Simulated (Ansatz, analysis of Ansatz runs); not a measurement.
**An added electron started on Mn in MnCrF5 (Cc)**

Question: does an added electron stay on the Mn atom where it is started in MnCrF5 (Cc), and if so, how high is the barrier for a hop to another Mn site nearby? Model: a cell of 56 host atoms.

Calculated with Ansatz 0.2.0; plane-wave PAW DFT, PBEsol+U; relaxation of all atoms of a supercell at fixed charge in a uniform background; PAW set soft_1.

### Step 1. The starting structure

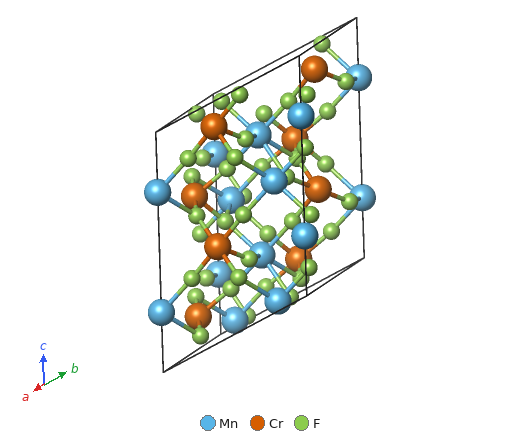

Start, viewed slightly off an axis; manganese blue, chromium orange, fluorine green. Bonds to atoms that aren't drawn are left out. Some periodic images of atoms are drawn too.

The cell holds 56 atoms: 8 Mn, 8 Cr and 40 F. Its edges and angles: a = 9.734 Å, b = 8.648 Å, c = 10.702 Å, α = 59.3°, β = 83.2°, γ = 70.9°. It derives from MnCrF5 (space group Cc). Nearest the centre at fractional (0.858, 0.393, 0.357): F31 at 1.79 Å, F28 at 1.81 Å, F55 at 2.20 Å, F43 at 2.24 Å, F35 at 2.30 Å, Cr11 at 2.55 Å, Mn3 at 2.68 Å, Mn4 at 2.68 Å.

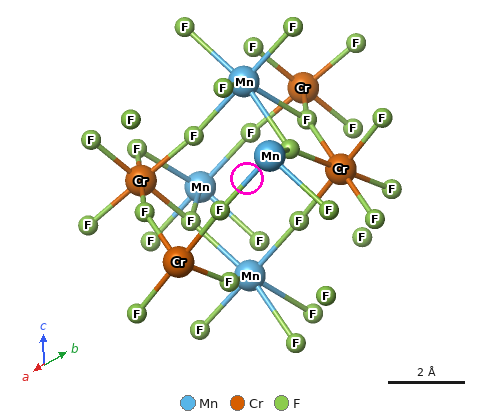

The atoms within 5 Å of the centre. A ring marks the centre wherever it is empty. Bonds to atoms that aren't drawn are left out.

Hubbard terms: Mn d 5.0 eV, Cr d 4.0 eV. They were chosen, not fitted, to curb self-interaction in the shells named, the trial site's among them. The two sites are Mn4 and Mn3. The cell's shortest repeat is 8.6 Å. The host's moments were started antiferromagnetic in the unit cell, high spin; both sites carry the same spin direction.

### Step 2. The cell without the carrier

The neutral cell is relaxed first, from small random displacements, so that bond lengths and moments with the carrier can be set beside those of a relaxed cell without it.

The input, neutral.relax/input.yaml:

```yaml
crystal:
  lattice:
    - [-3.17025901, 6.30994045, 6.70012765]
    - [5.47307195, -1.0e-08, 6.69617544]
    - [8.64333097, 6.30994046, -0.00395223]
  atoms:
    - { symbol: Mn, position: [0.357731, 0.892657, 0.10733], spin: 5.0 }
    - { symbol: Mn, position: [0.357731, 0.892657, 0.60733], spin: 5.0 }
    - { symbol: Mn, position: [0.857731, 0.392657, 0.10733], spin: 5.0 }
    - { symbol: Mn, position: [0.857731, 0.392657, 0.60733], spin: 5.0 }
    - { symbol: Mn, position: [0.14267, 0.607718, 0.392269], spin: -5.0 }
    - { symbol: Mn, position: [0.14267, 0.607718, 0.892269], spin: -5.0 }
    - { symbol: Mn, position: [0.64267, 0.107718, 0.392269], spin: -5.0 }
    - { symbol: Mn, position: [0.64267, 0.107718, 0.892269], spin: -5.0 }
    - { symbol: Cr, position: [0.250367, 0.249938, 0.25018], spin: 3.0 }
    - { symbol: Cr, position: [0.250367, 0.249938, 0.75018], spin: 3.0 }
    - { symbol: Cr, position: [0.750367, 0.749938, 0.25018], spin: 3.0 }
    - { symbol: Cr, position: [0.750367, 0.749938, 0.75018], spin: 3.0 }
    - { symbol: Cr, position: [-0.00018, 0.000485, -0.000367], spin: -3.0 }
    - { symbol: Cr, position: [-0.00018, 0.000485, 0.499633], spin: -3.0 }
    - { symbol: Cr, position: [0.49982, 0.500485, -0.000367], spin: -3.0 }
    - { symbol: Cr, position: [0.49982, 0.500485, 0.499633], spin: -3.0 }
    - { symbol: F, position: [0.072831, 0.799968, 0.459508] }
    - { symbol: F, position: [0.072831, 0.799968, 0.959508] }
    - { symbol: F, position: [0.572831, 0.299968, 0.459508] }
    - { symbol: F, position: [0.572831, 0.299968, 0.959508] }
    - { symbol: F, position: [0.210737, 0.417066, 0.323364] }
    - { symbol: F, position: [0.210737, 0.417066, 0.823364] }
    - { symbol: F, position: [0.710737, 0.917066, 0.323364] }
    - { symbol: F, position: [0.710737, 0.917066, 0.823364] }
    - { symbol: F, position: [0.426636, 0.701167, 0.039263] }
    - { symbol: F, position: [0.426636, 0.701167, 0.539263] }
    - { symbol: F, position: [0.926636, 0.201167, 0.039263] }
    - { symbol: F, position: [0.926636, 0.201167, 0.539263] }
    - { symbol: F, position: [0.290492, 0.082307, 0.177169] }
    - { symbol: F, position: [0.290492, 0.082307, 0.677169] }
    - { symbol: F, position: [0.790492, 0.582307, 0.177169] }
    - { symbol: F, position: [0.790492, 0.582307, 0.677169] }
    - { symbol: F, position: [0.169624, 0.080391, 0.419661] }
    - { symbol: F, position: [0.169624, 0.080391, 0.919661] }
    - { symbol: F, position: [0.669624, 0.580391, 0.419661] }
    - { symbol: F, position: [0.669624, 0.580391, 0.919661] }
    - { symbol: F, position: [0.330339, 0.419676, 0.080376] }
    - { symbol: F, position: [0.330339, 0.419676, 0.580376] }
    - { symbol: F, position: [0.830339, 0.919676, 0.080376] }
    - { symbol: F, position: [0.830339, 0.919676, 0.580376] }
    - { symbol: F, position: [0.424355, 0.105591, 0.375823] }
    - { symbol: F, position: [0.424355, 0.105591, 0.875823] }
    - { symbol: F, position: [0.924355, 0.605591, 0.375823] }
    - { symbol: F, position: [0.924355, 0.605591, 0.875823] }
    - { symbol: F, position: [0.124355, 0.844389, 0.174134] }
    - { symbol: F, position: [0.124355, 0.844389, 0.674134] }
    - { symbol: F, position: [0.624355, 0.344389, 0.174134] }
    - { symbol: F, position: [0.624355, 0.344389, 0.674134] }
    - { symbol: F, position: [0.075866, 0.392878, 0.125645] }
    - { symbol: F, position: [0.075866, 0.392878, 0.625645] }
    - { symbol: F, position: [0.575866, 0.892878, 0.125645] }
    - { symbol: F, position: [0.575866, 0.892878, 0.625645] }
    - { symbol: F, position: [0.374177, 0.655769, 0.325645] }
    - { symbol: F, position: [0.374177, 0.655769, 0.825645] }
    - { symbol: F, position: [0.874177, 0.155769, 0.325645] }
    - { symbol: F, position: [0.874177, 0.155769, 0.825645] }
basis:
  ecutwfc: 420
  xc_grid: 2
hamiltonian:
  xc: pbesol
  hubbard:
    sites:
      - { species: Mn, l: d, u_eff: 5.0 }
      - { species: Cr, l: d, u_eff: 4.0 }
    projectors: ortho-atomic
  pseudopotentials: { kind: paw, azcp: { folder: soft_1 }, xc_functional: pbe }
kpoints:
  mp_grid: { grid: [1, 1, 1] }
magnetization:
  spin_polarized: true
  initial_magnetization: 0
  spin_locking: { lock_magnetization: hard }
scf:
  occupations: { method: fermi_dirac, width: 0.01 }
  max_iter: 120
  lower_state_search: "off"
output:
  forces: true
relax:
  f_tol: 0.02
  max_steps: 70
  random_displacement: { amplitude: 0.04, seed: 7667 }
checkpoint:
  write: "../neutral.relax.run"
  compress: false
  write_wavefunctions: true
  write_every: 100000
```

Run with:

```console
$ ansatz run input.yaml --threads 8 --pin off --max-ram 17899MiB --backend cpu --events-out ev --progress --plain --runs-dir out
```

Numbers of over 12 decimals in the logs are rounded to 6 here.

Output:

```text
[... repeated set-up lines and file paths are left out, and long positions are rounded to six places ...]
Engine: ansatz 0.2.0, x86_64-unknown-linux-gnu
Pseudopotentials: kind: paw
Pseudopotential: Mn, paw, valence charge 15, recommended cutoff 420 eV (normal), soft_1/Mn.paw.azcp
Pseudopotential: Cr, paw, valence charge 14, recommended cutoff 420 eV (normal), soft_1/Cr.paw.azcp
Pseudopotential: F, paw, valence charge 7, recommended cutoff 420 eV (normal), soft_1/F.paw.azcp
Functional definition: PBEsol
  exchange = pbesol_x
  correlation = pbesol_c
Crystal: 56 atoms, lattice volume = 730.677 Å³
Basis set: ecut = 420 eV, 14247 PW (Γ), exchange–correlation on 144×120×144 points (8 copies of the dense FFT grid, shifted against one another)
Bands: 312, of which v1, the nominal top of the filled ones, is band 256 counted from 1 (255 counted from 0)
Symmetry: 1 space group operations
k-points: 1
Non-local potential: Mn, projectors of the file, l = 0: 3, l = 1: 2, l = 2: 3, l = 3: 1
Non-local potential: Cr, projectors of the file, l = 0: 3, l = 1: 2, l = 2: 3, l = 3: 1
Non-local potential: F, projectors of the file, l = 0: 2, l = 1: 2, l = 2: 1
PAW form: soft (Blöchl's): semilocal exchange-correlation on the pseudo side does not see the compensation charge
PAW frozen core: Mn, regenerated for the run's functional, and the local potential with it (the file was generated under x = pbe(κ = 0.804, μ = 0.219515), c = pbe(β = 0.066725))
PAW frozen core: Cr, regenerated for the run's functional, and the local potential with it (the file was generated under x = pbe(κ = 0.804, μ = 0.219515), c = pbe(β = 0.066725))
[...]
[... 2 atoms left out ...]
  atom  31  F     -0.00239022    -0.00007217    -0.00224886
  [... 3 atoms left out ...]
  atom  35  F      0.00091758    -0.00144420     0.00034299
  [... 7 atoms left out ...]
  atom  43  F     -0.00137855    -0.00087001    -0.00238406
  [... 11 atoms left out ...]
  atom  55  F     -0.00104349     0.00134987    -0.00401080
  [... 1 atom left out ...]
  max |Σ_I F_I| component: 4.37e-5 eV/Å
--- Band table (eV) ---
  k-point 0 ↑: bands = ["-75.3792", "-75.3790", "-75.3788", "-75.3787", [... 304 left out ...] "11.8893", "11.8948", "12.6486", "12.7237"]
  k-point 0 ↓: bands = ["-75.3802", "-75.3788", "-75.3781", "-75.3778", [... 304 left out ...] "11.8896", "11.8949", "12.6487", "12.7238"]
Occupation matrices written to <dir>
--- Relaxed structure (6 steps of the walk, 4 accepted, 0 SCFs on fresh bases) ---
  F+E_penalty+E_count = -89764.26844887 eV   max|allowed force component| = 1.355e-2 eV/Å
  atoms:
    - { symbol: Mn, position: [0.357263, 0.892672, 0.107613] }
    - { symbol: Mn, position: [0.357076, 0.892575, 0.607693] }
    - { symbol: Mn, position: [0.857019, 0.392523, 0.107682] }
    - { symbol: Mn, position: [0.857311, 0.392658, 0.607619] }
[...]
- { symbol: Cr, position: [0.750262, 0.749625, 0.250747] }
[...]
- { symbol: Cr, position: [-0.000450, 0.000173, 0.500285] }
[...]
- { symbol: F, position: [0.573236, 0.299611, 0.460702] }
[...]
- { symbol: F, position: [0.925770, 0.201126, 0.539134] }
    [... 2 atoms left out ...]
    - { symbol: F, position: [0.790101, 0.582984, 0.177248] }
    [... 3 atoms left out ...]
    - { symbol: F, position: [0.669407, 0.580145, 0.419938] }
    [... 7 atoms left out ...]
    - { symbol: F, position: [0.924218, 0.605276, 0.376054] }
    [... 11 atoms left out ...]
    - { symbol: F, position: [0.874405, 0.154562, 0.326197] }
    [... 1 atom left out ...]
[key lines of the parts left out:]
SCF converged after 8 iterations
Magnetization: 0.0000 μB (256.0000 up, 256.0000 down)
Free energy (F): -89764.268449 eV
Fermi energy:    5.234484 (↑ 5.233936, ↓ 5.234988) eV
```

Elapsed: 17 s, on 8 threads of AMD EPYC 9B45 (Zen 5), shared host; peak memory 1.8 GiB.

The largest displacement from an ideal site is 0.011 Å.

[end of part 1 of 2]

[Logs are printed without paths, hosts, clocks, repeated set-up lines and the standing remarks that a program may print on its own settings, such as how far it seeks lower states.]

[Hosts, paths, dates, database ids (printed as entryN), source tags and the programs' standing remarks are cut or masked in the printed files.]
